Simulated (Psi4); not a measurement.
# Two attempts at BH2Br (SMILES [H]B([H])Br)

Wanted: a single-point energy of BH2Br, HF/def2-SVP (density fitting).

Program for the calculation: Psi4 1.11.

4 further runs of the same task are left out: 1 that didn't finish, 3 set aside as unsound or not needed.

### 1 The molecule

The species is BH2Br (4 atoms), meant as a singlet with charge 0. SMILES: `[H]B([H])Br`. Geometry: relaxed at GFN2-xTB.

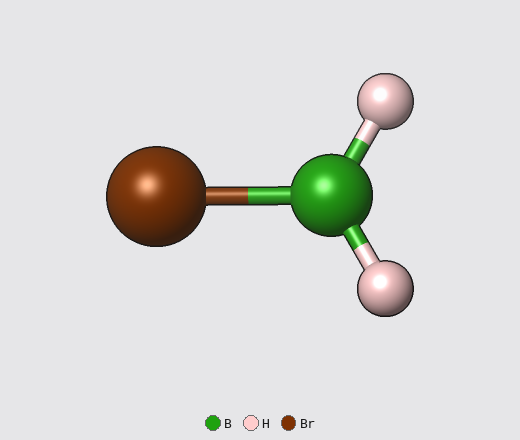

The structure, seen from a chosen angle (boron green, hydrogen pink, bromine brown).

### 2 The input as first written

bbrh2.in reads:

```
memory 1600 MB

molecule molecule1 {
  0 2
  B      0.091040     0.150920    -0.000430
  H      1.259830     0.109070     0.015270
  H     -0.490130     1.165750    -0.019120
  Br    -0.860740    -1.425740     0.004280
}


energy('scf/def2-SVP')
```

On the command line:

```sh
$ psi4 bbrh2.in bbrh2.out -n 1
```

bbrh2.out:

```text
Psi4 1.11 release

qcelemental.exceptions.ValidationError: Inconsistent or unspecified chg/mult: sys chg: None, frag chg: [0.0], sys mult: None, frag mult: [2]

Printing out the relevant lines from the Psithon --> Python processed input file:
    from psi4.driver.wrapper_database import database, db, DB_RGT, DB_RXN
    from psi4.driver.wrapper_autofrag import auto_fragments
    psi4_io = core.IOManager.shared_object()
    core.set_memory_bytes(1600000000)

--> molecule1 = geometry("""
      0 2
      B      0.091040     0.150920    -0.000430
      H      1.259830     0.109070     0.015270
      H     -0.490130     1.165750    -0.019120
      Br    -0.860740    -1.425740     0.004280

!----------------------------------------------------------------------------------!
!                                                                                  !
!  Inconsistent or unspecified chg/mult: sys chg: None, frag chg: [0.0], sys mult: !
!     None, frag mult: [2]                                                         !
!                                                                                  !
!----------------------------------------------------------------------------------!

    Psi4 run time: 0:00:00.00
```

Wall time 0.68 s (1 thread of Intel Xeon 6975P-C (Granite Rapids), shared host); peak memory 0.13 GiB.

### 3 Diagnosis

The program refused the input.

The telling line is `qcelemental.exceptions.ValidationError: Inconsistent or unspecified chg/mult: sys chg: None, frag chg: [0.0], sys mult: None, frag mult: [2]`. What is wrong: the spin state typed doesn't suit the molecule. To mend it: multiplicity 1 in place of 2.

### 4 The mended input

job.in reads:

```
memory 1.6 GB

molecule m {
  0 1
  B      0.091040     0.150920    -0.000430
  H      1.259830     0.109070     0.015270
  H     -0.490130     1.165750    -0.019120
  Br    -0.860740    -1.425740     0.004280
  units angstrom
}


energy_value = energy("hf/def2-SVP")
```

On the command line:

```sh
$ psi4 job.in job.out -n 1
```

job.out:

```text
[...]
  Running in c1 symmetry.
[...]
  Nuclear repulsion =   69.216671456656357
[...]
  Multiplicity = 1
[...]
  Nalpha       = 21
  Nbeta        = 21
[...]
    Number of basis functions: 56
[...]
   @DF-RHF iter   1: -2597.77049246771003   -1.90440e+00   1.84670e-02 ADIIS/DIIS
[...]
   @DF-RHF iter   8: -2597.94276330971752   -7.90942e-09   2.07953e-07 DIIS
[...]
    Orbital Energies [Eh]
    ---------------------
    Doubly Occupied:
       1A   -489.977023     2A    -65.146221     3A    -58.517617
       4A    -58.517283     5A    -58.516793     6A     -9.838345
       7A     -7.664696     8A     -7.452787     9A     -7.448765
      10A     -7.446403    11A     -3.194978    12A     -3.193416
      13A     -3.190796    14A     -3.186953    15A     -3.186664
      16A     -1.040343    17A     -0.694925    18A     -0.555079
      19A     -0.514868    20A     -0.445324    21A     -0.407387
[...]
  @DF-RHF Final Energy: -2597.94276330971752
   => Energetics <=
    Nuclear Repulsion Energy =             69.2166714566563570
    One-Electron Energy =               -3754.0455981824097762
    Two-Electron Energy =                1086.8861634160359699
    Total Energy =                      -2597.9427633097175203
[...]
 Multipole Moments:
 ------------------------------------------------------------------------------------
     Multipole            Electronic (a.u.)      Nuclear  (a.u.)        Total (a.u.)
 ------------------------------------------------------------------------------------
 L = 1.  Multiply by 2.5417464519 to convert [e a0] to [Debye]
 Dipole X            :         -2.3426506            2.4880352            0.1453846
 Dipole Y            :         -3.8801461            4.1210820            0.2409359
 Dipole Z            :          0.0116986           -0.0123961           -0.0006975
 Magnitude           :                                                    0.2814023
[...]
```

Wall time 1.5 s (1 thread of Intel Xeon 6975P-C (Granite Rapids), shared host); peak memory 0.21 GiB.

### 5 Summary of results

At HF/def2-SVP (density fitting):

| quantity | value |
| --- | --- |
| total energy | -2597.94276 Eh |
| dipole moment | 0.72 D |
| HOMO energy | -11.09 eV |
| LUMO energy | 1.87 eV |
| HOMO–LUMO gap | 12.96 eV |
